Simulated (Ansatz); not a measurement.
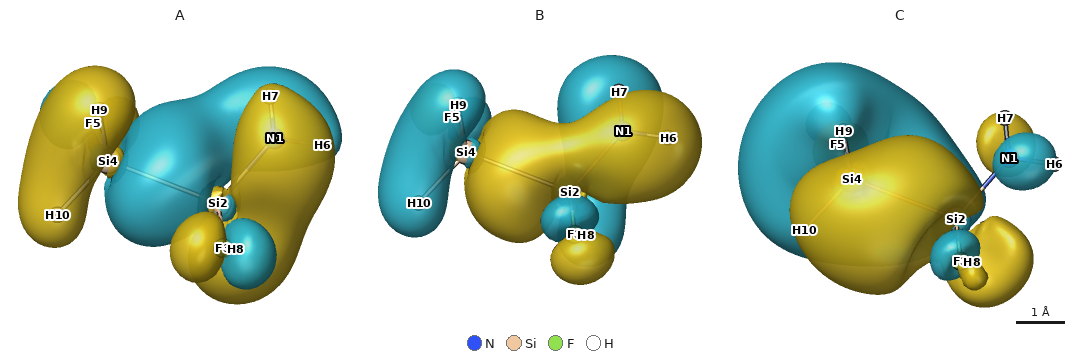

Figure. F2H5NSi2. Three frontier orbitals at ±0.06 Å⁻³ᐟ² (yellow and cyan are the two phases), in no order.

Method: RKS PBE0/def2-mTZVP in Ansatz 0.2.0.

```xyz
10

N    -1.3884    0.3172    1.0580
Si   -0.6385   -0.5859   -0.1774
F    -1.3296   -0.4352   -1.6376
Si    1.5635    0.1656   -0.4888
F     2.4275   -0.1318    0.8441
H    -2.1990   -0.0260    1.5515
H    -1.3121    1.3205    1.1290
H    -0.7788   -2.0138    0.1934
H     1.5976    1.6342   -0.7294
H     2.2307   -0.5223   -1.6242
```

Order the three orbitals by energy and name them.

A is the HOMO−1 (−8.52 eV). It lies mainly on N1 (about 30 %), Si2 (about 25 %), Si4 (about 20 %), H8 (about 10 %) and F3 (about 5 %). B is the HOMO (−8.12 eV). By Hirshfeld shares it lies mainly on N1 (about 45 %), Si2 (about 20 %) and Si4 (about 15 %). C is the LUMO (−0.65 eV). Its weight (Hirshfeld) is mainly on Si4 (about 45 %), Si2 (about 25 %) and F5 (about 10 %).

What is the HOMO–LUMO gap?

7.47 eV between the orbital energies.
